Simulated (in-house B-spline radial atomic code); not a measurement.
Ionisation energy of C⁴⁺ (1s² → 1s). All-electron spherical atom, non-relativistic, BLYP start, no spin-orbit coupling, Breit or QED terms; computed with a B-spline radial code. Differences of total energies, each species on its own start, beside the G₀W₀ level.

```
Z = 6
electrons = 2.0
configuration = 1s2
hamiltonian = nr
method = b88,lyp
lmax = 9
spin_polarised = False
box_radius = 11.96
intervals = 44
ion_configuration = 1s1
```

Command:
```bash
python run_gw.py task.json out
```

The results, method by method:

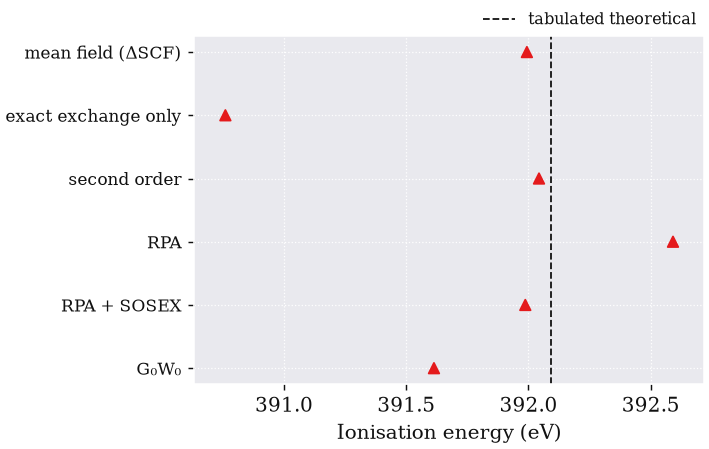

| Method | Ionisation energy (eV) |
| --- | --- |
| mean field (ΔSCF) | 391.99 |
| exact exchange only | 390.76 |
| second order | 392.04 |
| RPA | 392.59 |
| RPA + SOSEX | 391.99 |
| G₀W₀ | 391.61 |

The values run from 390.76 eV (exact exchange only) to 392.59 eV (RPA). The tabulated theoretical value is 392.09 eV; nearest to it come second order (−0.05) and mean field (ΔSCF) (−0.10), furthest exact exchange only (−1.33 eV).
